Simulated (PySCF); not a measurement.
# NMR shielding calculation of C₃H₁₁NOSi

- system: C₃H₁₁NOSi
- method: GIAO PBE0/pcSseg-1 NMR shielding, non-relativistic, gas phase (PySCF 2.14.0)

The geometry comes from this level: GFN2-xTB. Figures and captions count atoms from 1; the log counts them from 0 in places.

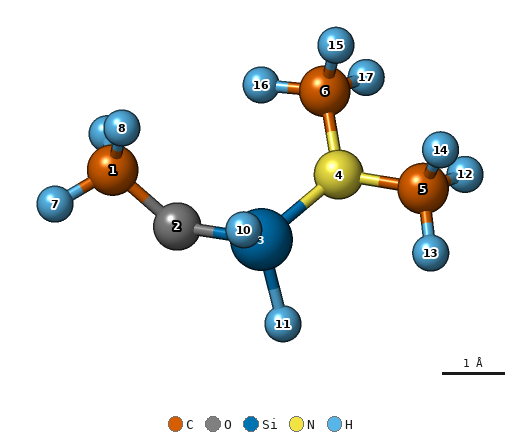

**Figure 1.** The structure as given in the input (ball-and-stick view, seen at a tilt; atoms are numbered from 1 in the order of the input).

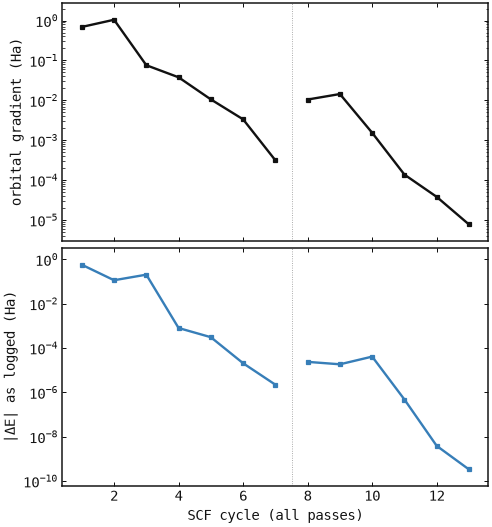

**Figure 2.** Convergence of the self-consistent field: orbital gradient and size of the energy change against the SCF cycle. The dotted line marks the change from a coarse to the final integration grid. The first 7 cycles use a coarse grid, the final grid takes over at cycle 8, and the field converges after 13 cycles in all.

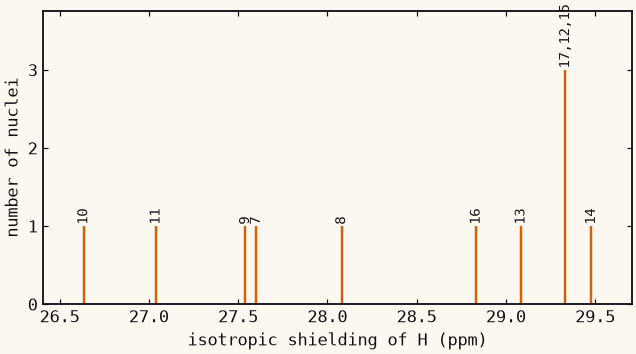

**Figure 3.** Isotropic shieldings of the hydrogen nuclei in this fixed geometry, labelled by atom number; shielding grows to the right, so chemical shift grows to the left. The least shielded is H10 (26.6 ppm), the most shielded H14 (29.5 ppm).

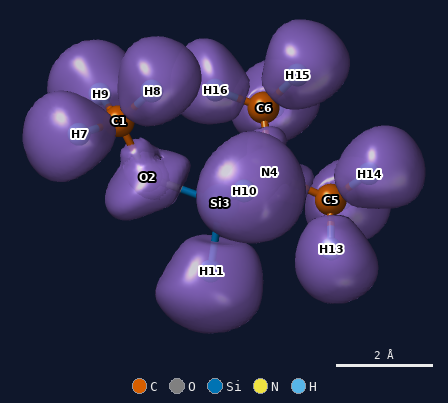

**Figure 4.** Isosurface of the electron localisation function at 0.75 (purple), seen at a tilt. Only the valence region is drawn (cores and ρ < 0.01 e/Å³ removed). Profiles from the grid: C–O (1.39 Å): the ELF peaks at about 0.90 between the atoms (a polar covalent bond).

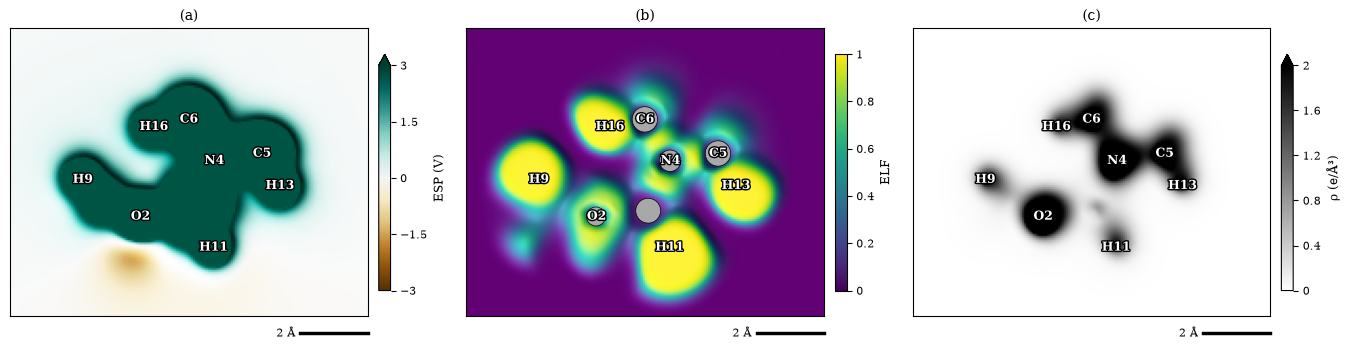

**Figure 5.** (a) molecular electrostatic potential; (b) electron localisation function; (c) electron density on the plane of atoms N4, C5 and H13. Grey discs, where drawn, cover atomic cores. Atoms in the plane: O, N, C and H. C–N (1.44 Å): ρ is about 1.9 e/Å³ halfway; the ELF peaks at about 0.95 between the atoms (localised, shared-pair bonding).

The input that produced these results follows, with the program's output.

## Input file
```
{"job": {"kind": "nmr", "xc": "PBE0", "basis": "pcSseg-1"}, "charge": 0, "multiplicity": 1}
C      2.656329     0.495377     0.117588
O      1.821076    -0.614921     0.024629
Si     0.441415    -0.858652    -0.783792
N     -0.915922    -0.287982     0.106206
C     -2.248423    -0.673345    -0.277866
C     -0.895813     0.890830     0.935863
H      3.652490     0.217441    -0.236951
H      2.295443     1.336131    -0.478483
H      2.733251     0.807527     1.162958
H      0.537190    -0.249973    -2.124998
H      0.393985    -2.312865    -0.811031
H     -2.864653    -0.832183     0.611901
H     -2.205350    -1.597548    -0.846868
H     -2.732270     0.093157    -0.896096
H     -1.296036     1.768817     0.411511
H      0.123620     1.104878     1.244121
H     -1.503329     0.725342     1.831398
```

The first line tells a small driver script what to run in PySCF; the rest is the geometry in Å.

Run as:
```bash
OMP_NUM_THREADS=1 python <driver script> task.json out
```

## What the program printed
```
coarse grid: 13856 points
cycle   1  E = -539.8429974275  dE =  5.773e-01  |g| = 6.915e-01  |ddm| = 3.483e+00
cycle   2  E = -539.7277544819  dE =  1.152e-01  |g| = 1.047e+00  |ddm| = 1.479e+00
cycle   3  E = -539.9332218521  dE = -2.055e-01  |g| = 7.596e-02  |ddm| = 9.739e-01
cycle   4  E = -539.9340263240  dE = -8.045e-04  |g| = 3.786e-02  |ddm| = 7.883e-02
cycle   5  E = -539.9343357362  dE = -3.094e-04  |g| = 1.058e-02  |ddm| = 4.312e-02
cycle   6  E = -539.9343564325  dE = -2.070e-05  |g| = 3.349e-03  |ddm| = 1.100e-02
cycle   7  E = -539.9343586543  dE = -2.222e-06  |g| = 3.149e-04  |ddm| = 2.157e-03
final grid: 126848 points
cycle   8  E = -539.9776408812  dE = -2.384e-05  |g| = 1.050e-02  |ddm| = 2.075e-02
cycle   9  E = -539.9776223516  dE =  1.853e-05  |g| = 1.443e-02  |ddm| = 1.766e-02
cycle  10  E = -539.9776635379  dE = -4.119e-05  |g| = 1.540e-03  |ddm| = 1.074e-02
cycle  11  E = -539.9776640147  dE = -4.768e-07  |g| = 1.381e-04  |ddm| = 1.129e-03
cycle  12  E = -539.9776640186  dE = -3.857e-09  |g| = 3.825e-05  |ddm| = 1.618e-04
cycle  13  E = -539.9776640189  dE = -3.331e-10  |g| = 7.779e-06  |ddm| = 5.539e-05
converged SCF energy = -539.9776640189

GIAO shielding tensors (ppm)
atom      isotropic    diamagn.    paramagn.     s11        s22        s33       span
  0 C      131.599     242.944    -111.345    103.883    107.661    183.252     79.369
  1 O      326.020     397.292     -71.272    248.766    351.182    378.112    129.346
  2 Si     381.456     882.765    -501.308    355.022    368.412    420.935     65.913
  3 N      247.542     330.243     -82.701    209.110    254.945    278.570     69.460
  4 C      150.723     243.442     -92.719    123.851    141.955    186.363     62.512
  5 C      148.735     247.125     -98.390    124.304    136.812    185.089     60.785
  6 H       27.601      27.249       0.353     23.080     25.300     34.423     11.343
  7 H       28.080      30.331      -2.252     24.312     26.279     33.648      9.335
  8 H       27.541      29.146      -1.605     23.513     25.413     33.698     10.185
  9 H       26.635      31.287      -4.653     22.940     25.154     31.810      8.870
 10 H       27.040      31.539      -4.499     23.083     25.471     32.564      9.481
 11 H       29.342      28.743       0.599     24.702     26.977     36.347     11.645
 12 H       29.084      29.537      -0.453     24.553     27.198     35.502     10.949
 13 H       29.478      28.916       0.562     24.722     27.327     36.385     11.664
 14 H       29.350      30.999      -1.649     25.182     26.872     35.997     10.816
 15 H       28.833      33.015      -4.182     23.445     29.149     33.905     10.460
 16 H       29.307      30.596      -1.288     25.003     26.843     36.077     11.074
```

## Results in brief

- outcome: converged
- total energy: −539.977664 hartree
- HOMO: −6.18 eV
- LUMO: 1.02 eV
- dipole moment: 1.70 D
- isotropic shielding, C: 131.6 to 150.7 ppm
- isotropic shielding, O: 326.0 ppm
- isotropic shielding, Si: 381.5 ppm
- isotropic shielding, N: 247.5 ppm
- isotropic shielding, H: 26.6 to 29.5 ppm
- hardware: 1 CPU thread, shared host
- wall time: 27 s
- peak memory: 0.74 GiB
